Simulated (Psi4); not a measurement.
# S2F2 (Difluorodisulfane) at HF/STO-3G

What is the energy change on altering one bond length of S2F2 (Difluorodisulfane) at HF/STO-3G? 

The calculation is run with Psi4 1.11.

## 1. The structure to begin with

S2F2: 4 atoms, total charge 0, spin state singlet. SMILES: `FSSF`. Geometry: relaxed at PBE0-D4/def2-TZVP.

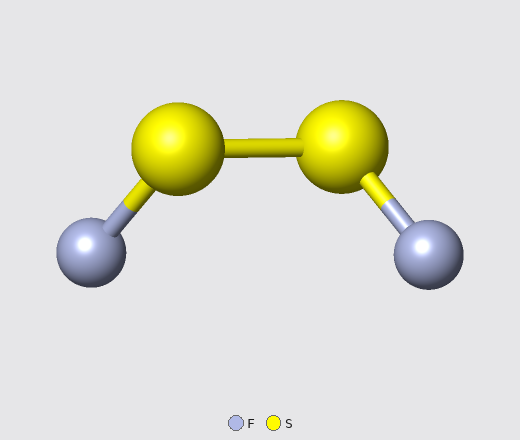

Viewed from a chosen angle; fluorine light blue, sulfur yellow.

## 2. The energy at HF/STO-3G

The input, f2s2.json:

```json
{
  "schema_name": "qcschema_input",
  "schema_version": 1,
  "molecule": {
    "schema_name": "qcschema_molecule",
    "schema_version": 2,
    "symbols": ["F", "S", "S", "F"],
    "geometry": [-3.37079897, -0.37781294, -1.17463486, -0.88376822, 1.44403422, -1.19500611, 1.9747449, -0.5223014, -0.34907021, 2.27978449, -0.54390097, 2.71871118],
    "molecular_charge": 0,
    "molecular_multiplicity": 1,
    "fix_symmetry": "c1",
    "fix_com": true,
    "fix_orientation": true
  },
  "driver": "energy",
  "model": {
    "method": "scf",
    "basis": "STO-3G"
  },
  "keywords": {
    "reference": "rhf",
    "puream": true,
    "e_convergence": 1e-09,
    "d_convergence": 1e-08,
    "scf_type": "pk"
  }
}
```

Started as:

```console
$ psi4 --qcschema f2s2.json -n 1 --memory 1600MB
```

stdout, cut to the lines that bear on the results:

```text
[...]
  Running in c1 symmetry.
[...]
  Nuclear repulsion =  230.128319418727699
[...]
  Multiplicity = 1
[...]
  Nalpha       = 25
  Nbeta        = 25
[...]
    Number of basis functions: 28
[...]
   @RHF iter   1:  -982.22527481587076   -1.27775e+00   1.03129e-02 DIIS/ADIIS
[...]
   @RHF iter  10:  -982.33190534819914    2.27374e-13   4.38478e-09 DIIS
[...]
    Orbital Energies [Eh]
    ---------------------
    Doubly Occupied:
       1A    -90.831752     2A    -90.831663     3A    -25.920197
       4A    -25.920194     5A     -8.736288     6A     -8.734233
       7A     -6.368906     8A     -6.367787     9A     -6.364360
      10A     -6.363920    11A     -6.360611    12A     -6.360546
      13A     -1.493211    14A     -1.487873    15A     -1.013301
      16A     -0.754862    17A     -0.557788    18A     -0.537495
      19A     -0.536266    20A     -0.507214    21A     -0.496999
      22A     -0.449967    23A     -0.358027    24A     -0.294862
      25A     -0.282275
[...]
  @RHF Final Energy:  -982.33190534819914
   => Energetics <=
    Nuclear Repulsion Energy =            230.1283194187276990
    One-Electron Energy =               -1829.0592539306517210
    Two-Electron Energy =                 616.5990291637249356
    Total Energy =                       -982.3319053481991432
[...]
 Multipole Moments:
 ------------------------------------------------------------------------------------
     Multipole            Electronic (a.u.)      Nuclear  (a.u.)        Total (a.u.)
 ------------------------------------------------------------------------------------
 L = 1.  Multiply by 2.5417464519 to convert [e a0] to [Debye]
 Dipole X            :         -7.5432236            7.6364966            0.0932730
 Dipole Y            :         -6.3735031            6.4522999            0.0787968
 Dipole Z            :         10.6765310          -10.8085342           -0.1320033
 Magnitude           :                                                    0.1798156
[...]
```

The result, in JSON:

```text
{
 "driver": "energy",
 "model": {
  "method": "scf",
  "basis": "STO-3G"
 },
 "success": true,
 "return_result": -982.3319053481991,
 "properties": {
  "calcinfo_nbasis": 28,
  "calcinfo_nmo": 28,
  "calcinfo_nalpha": 25,
  "calcinfo_nbeta": 25,
  "calcinfo_natom": 4,
  "nuclear_repulsion_energy": 230.1283194187277,
  "return_energy": -982.3319053481991,
  "scf_one_electron_energy": -1829.0592539306517,
  "scf_two_electron_energy": 616.5990291637249,
  "scf_dipole_moment": [0.09327299229840147, 0.0787968187731991, -0.13200325454807782],
  "scf_total_energy": -982.3319053481991,
  "scf_iterations": 10
 }
}
```

Run time: 2.3 s. Hardware: 1 thread of Intel Xeon Platinum 8259CL at 2.50GHz (Skylake/Cascade Lake), shared host; peak memory 0.18 GiB.

## 3. The distorted shape: energy and forces at HF/STO-3G

The input, calc.inp:

```
memory 1600 MB

molecule mol {
  F     -3.61483065    -0.36053329    -3.62885619
  S     -1.12779989     1.46131387    -3.64922744
  S      1.73071323    -0.50502175    -2.80329154
  F      2.27978449    -0.54390097     2.71871118
  units bohr
  symmetry c1
}

set {
  basis         STO-3G
  reference     rhf
  puream        true
  e_convergence 1e-09
  d_convergence 1e-08
  scf_type      pk
}

e_tot, wfn = gradient("hf", return_wfn=True)
oeprop(wfn, "MULLIKEN_CHARGES", "WIBERG_LOWDIN_INDICES", "MAYER_INDICES", title="HF")
```

Started as:

```console
$ psi4 -n 1 calc.inp calc.out
```

calc.out, cut to the lines that bear on the results:

```text
[...]
  Running in c1 symmetry.
[...]
  Nuclear repulsion =  199.515333522835135
[...]
  Multiplicity = 1
[...]
  Nalpha       = 25
  Nbeta        = 25
[...]
    Number of basis functions: 28
[...]
   @RHF iter   1:  -981.67391509710001   -1.10133e+00   1.47898e-02 DIIS/ADIIS
[...]
   @RHF iter  29:  -982.07484227177429   -1.26192e-11   8.49533e-09 DIIS
[...]
  @RHF Final Energy:  -982.07484227177429
   => Energetics <=
    Nuclear Repulsion Energy =            199.5153335228351352
    One-Electron Energy =               -1768.6597697121790134
    Two-Electron Energy =                 587.0695939175695912
    Total Energy =                       -982.0748422717742869
[...]
 Multipole Moments:
 ------------------------------------------------------------------------------------
     Multipole            Electronic (a.u.)      Nuclear  (a.u.)        Total (a.u.)
 ------------------------------------------------------------------------------------
 L = 1.  Multiply by 2.5417464519 to convert [e a0] to [Debye]
 Dipole X            :         -0.8500260            0.6169251           -0.2331010
 Dipole Y            :         -0.3568212            0.5923389            0.2355177
 Dipole Z            :          0.9205236           -1.7643451           -0.8438215
 Magnitude           :                                                    0.9065535
[...]
  -Total Gradient:
     Atom            X                  Y                   Z
    ------   -----------------  -----------------  -----------------
       1        0.006393943476     0.019638051205    -0.002990286442
       2        0.045828434087    -0.068883292772     0.016605486764
       3       -0.060382894381     0.051443654039    -0.072802739169
       4        0.008160516819    -0.002198412466     0.059187538840
[...]
  Mulliken Charges: (a.u.)
   Center  Symbol    Alpha    Beta     Spin     Total
       1     F     4.59153  4.59153  0.00000 -0.18307
       2     S     7.86397  7.86397  0.00000  0.27207
       3     S     7.96867  7.96867  0.00000  0.06267
       4     F     4.57583  4.57583  0.00000 -0.15167
   Total alpha = 25.00000, Total beta = 25.00000, Total charge = -0.00000
  Mayer Bond Indices:
[...]
```

Run time: 2.5 s. Hardware: 1 thread of Intel Xeon Platinum 8259CL at 2.50GHz (Skylake/Cascade Lake), shared host; peak memory 0.18 GiB.

## 4. What came out

At HF/STO-3G:

| quantity | value |
| --- | --- |
| first shape: total energy | -982.33191 Eh |
| first shape: dipole moment | 0.46 D |
| first shape: HOMO energy | -7.68 eV |
| first shape: LUMO energy | 9.62 eV |
| first shape: HOMO–LUMO gap | 17.30 eV |
| distorted shape: total energy | -982.07484 Eh |
| distorted shape: dipole moment | 2.30 D |
| distorted shape: HOMO energy | -4.63 eV |
| distorted shape: LUMO energy | 1.15 eV |
| distorted shape: HOMO–LUMO gap | 5.77 eV |
| distorted shape: largest force on an atom | 5.537 eV/Å |
| energy change with the S3–F4 bond stretched from 1.631 to 2.937 Å | 6.995 eV |

One bond (distorted shape) is far stretched, which a spin-restricted single reference describes badly; a broken-symmetry solution may lie lower. With the S3–F4 bond stretched from 1.631 to 2.937 Å the energy rises by 7.00 eV (161 kcal/mol). The first shape isn't relaxed at this level, so the change isn't measured from a minimum. A restricted reference can't describe the breaking bond well at this length. The minimal basis adds a large error of its own.
